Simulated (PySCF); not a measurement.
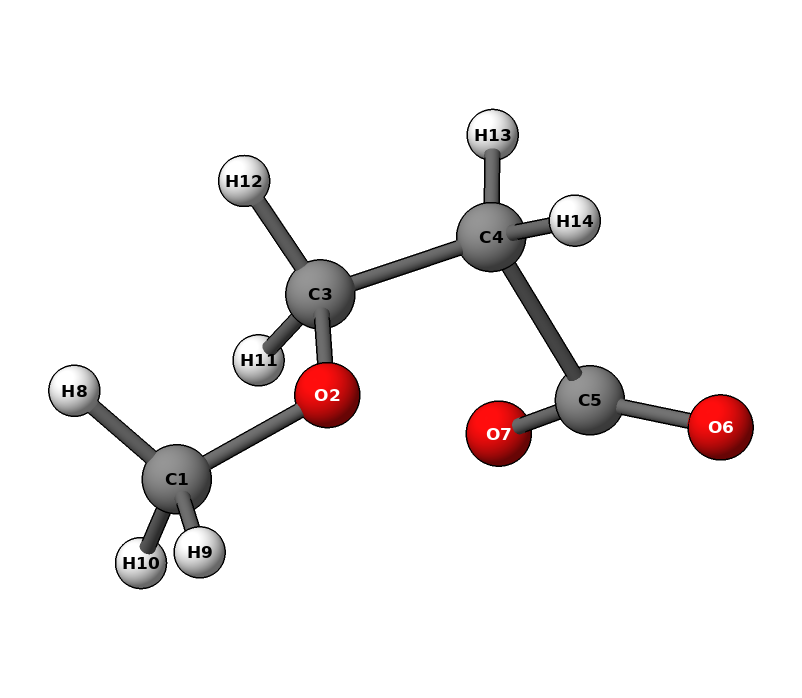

The questions are on Mulliken spin populations. Charge 0, doublet. Computed geometry: GFN2-xTB optimisation. No frequency run is at hand to confirm it as a minimum. Method: UKS B3LYP, pcH-1 on C H O, non-relativistic (PySCF 2.14.0).

Which atom carries the largest spin population?

Answer. C4 (0.51 e).

Which atom has the lowest spin population?

Answer. C3 (−0.02 e); a negative value comes from spin polarisation.

List the Mulliken spin populations.

```json
{"atom": "C1", "value (e)": "0.00"}
{"atom": "O2", "value (e)": "0.00"}
{"atom": "C3", "value (e)": "−0.02"}
{"atom": "C4", "value (e)": "0.51"}
{"atom": "C5", "value (e)": "−0.01"}
{"atom": "O6", "value (e)": "0.28"}
{"atom": "O7", "value (e)": "0.19"}
{"atom": "H8", "value (e)": "0.00"}
{"atom": "H9", "value (e)": "0.00"}
{"atom": "H10", "value (e)": "0.00"}
{"atom": "H11", "value (e)": "0.01"}
{"atom": "H12", "value (e)": "0.04"}
{"atom": "H13", "value (e)": "−0.01"}
{"atom": "H14", "value (e)": "−0.01"}
```

Mulliken values depend strongly on the basis set.
